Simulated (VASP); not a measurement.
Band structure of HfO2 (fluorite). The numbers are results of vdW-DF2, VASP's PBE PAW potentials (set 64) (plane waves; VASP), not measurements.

Unless said otherwise, spin-orbit coupling is left out, though it shifts the bands of the heavy elements here.

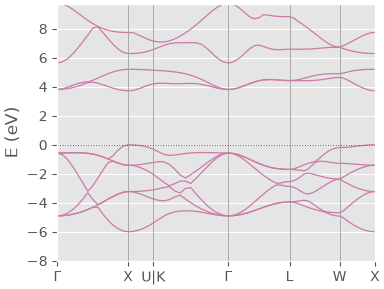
Figure: Bands along high-symmetry lines, zero at the valence-band maximum or, without a gap, the Fermi level

Task: Read the plot: is there a gap, and where are the band edges?

Result: The gap is direct, 3.72 eV, from the valence maximum at X to the conduction minimum at X. (Edges off the drawn lines would not show.)

The compound is HfO2 in the fluorite structure, the high-temperature cubic form, which is unstable at 0 K; the monoclinic form is the stable one. It was relaxed first.
